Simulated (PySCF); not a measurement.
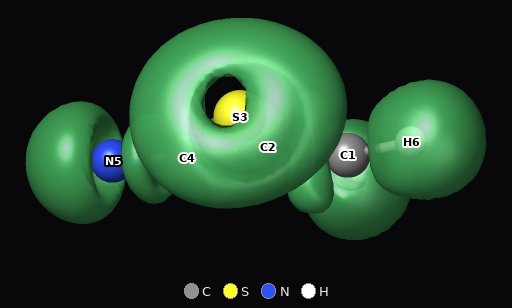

C$_{3}$H$_{2}$NS (SMILES C=C([S-])C#N) (charge −1). Isosurface of the electron localisation function at 0.8 (green), seen from one side. Only the valence region is drawn (cores and ρ < 0.01 e/Å³ removed).

Geometry: GFN2-xTB, MD frame at 250 fs, 300 K.

Theory: PBE0/pcSseg-1, SCF density, gas phase, non-relativistic in PySCF 2.14.0.

```yaml
atoms:
  - { symbol: C, position_ang: [-1.2591, -0.7846, 0.4773] }
  - { symbol: C, position_ang: [-0.3421, 0.2133, 0.3845] }
  - { symbol: S, position_ang: [-0.2821, 1.8355, 1.0039] }
  - { symbol: C, position_ang: [0.9000, -0.0630, -0.2487] }
  - { symbol: N, position_ang: [2.0191, -0.1346, -0.6994] }
  - { symbol: H, position_ang: [-2.1754, -0.6846, 1.0118] }
  - { symbol: H, position_ang: [-1.1074, -1.7369, 0.0175] }
```

Describe the localisation domains.

Answer. The surface consists of two regions between bonded C–C atoms (shared pairs), one region between bonded C–N atoms (shared pairs), one region between bonded C–S atoms (shared pairs), two regions around hydrogen nuclei, one ring or bowl of non-bonding electrons around S and one lobe on N, pointing away from the bonds (lone pairs). Profiles from the grid: C–N (1.21 Å): the ELF peaks at about 0.85 between the atoms; a multiple bond. C–C (1.36 Å): the ELF peaks at about 0.95 between the atoms, as expected for a covalent bond.
